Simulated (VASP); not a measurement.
Here is the system:

```
CELL_PARAMETERS angstrom
     10.15795    -2.09597     0.05208
     10.15795     2.09597     0.05208
      9.70700     0.00000     3.65430
ATOMIC_POSITIONS crystal
  Bi 0.39777 0.39777 0.39777
  Bi 0.60223 0.60223 0.60223
  Se 0.00000 0.00000 0.00000
  Se 0.21696 0.21696 0.21696
  Se 0.78304 0.78304 0.78304
```

Computed with PW91 GGA, VASP's PBE PAW potentials (set 64) (plane waves; VASP). Run with 520 eV cut-off, 7×7×7 Γ-centred mesh, tetrahedra with Blöchl corrections, potentials Bi_d Se.

Without a dispersion term in the relaxation, distances and binding between the weakly bound layers, chains or molecules are unreliable, and so is what depends on them. Unless said otherwise, spin-orbit coupling is left out, though it shifts the bands of the heavy elements here.

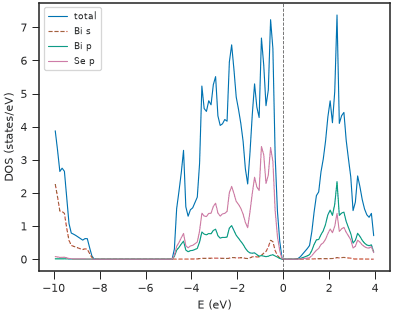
Total and projected density of states, zero at the valence-band maximum

Within 2 eV below the valence-band maximum the largest weight inside VASP's projection spheres is Se p.

The gap is direct, 0.49 eV, from the valence maximum at Γ to the conduction minimum at Γ.

The compound is Bi2Se3 in the tetradymite structure. It was relaxed first, which changed the volume by +8 %.
